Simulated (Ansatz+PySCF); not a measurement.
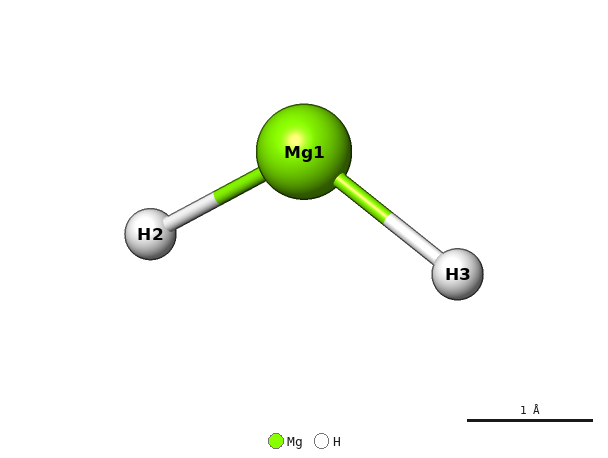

Source: calculation with Ansatz+PySCF.

Numbered structure. The species has charge −1 and is a spin doublet. Geometry: a fixed input geometry, not necessarily a minimum.

Which atoms are bonded, and how long are the bonds?

| bond | length (Å) |
| --- | --- |
| Mg1–H2 | 1.676 |
| Mg1–H3 | 1.676 |
